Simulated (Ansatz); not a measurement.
# Hypothetical Pm-3n C, pressure series

The reference is C (space group Pm-3n, No. 223; a = 3.877 Å; a hypothetical phase, not in the database extracts checked).

Cell and atoms are relaxed at each pressure.

Levels (all Ansatz, a quantum-chemistry and plane-wave program, PAW): PBE (420 eV, no SOC); PBEsol (420 eV, no spin-orbit coupling).

The base cell above is that of PBE; each level relaxes its own structures.

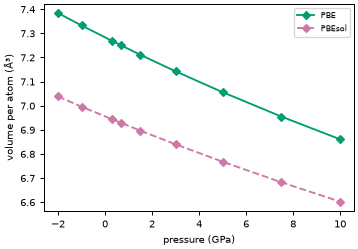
Figure. Volume per atom under two levels

**Question.** How do the two levels compare along the series?

**Answer.** PBE lies above PBEsol in every row, by 0.26 Å³ to 0.35 Å³. They put the cases in the same order.

Load acts through the strain it causes; cell and atoms are relaxed under it. Whether these cells are dynamically stable was not tested. Competing high-pressure phases were not computed.
